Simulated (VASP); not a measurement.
Band structure of WSi$_{2}$ (MoSi2 type). All values below come from PBE GGA with D3 dispersion (Becke-Johnson damping), VASP's PBE PAW potentials (set 64) (plane waves; VASP).

Unless said otherwise, spin-orbit coupling is left out, though it shifts the bands of the heavy elements here.

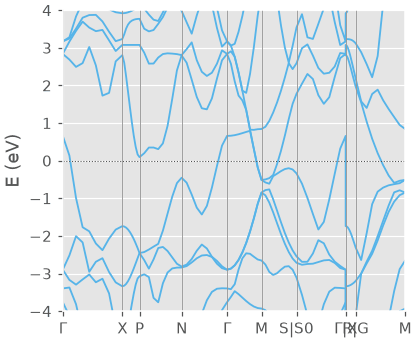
Bands along high-symmetry lines, zero at the valence-band maximum or, without a gap, the Fermi level

Problem. Read the plot: is there a gap, and where are the band edges?

Solution. It has no gap at this level: it comes out as a metal or semimetal. (Edges off the drawn lines would not show.)

The compound is WSi2 in the MoSi2 type structure. It was relaxed first.
